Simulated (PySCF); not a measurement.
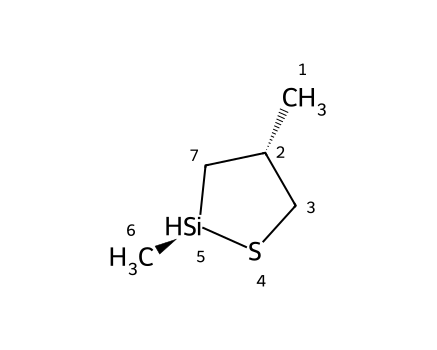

A structural formula, with wedges where it has stereocentres; small numbers name the atoms. The configuration is that of a computed structure (GFN2-xTB).

**Assign CIP descriptors.**

C2: S; Si5: S.
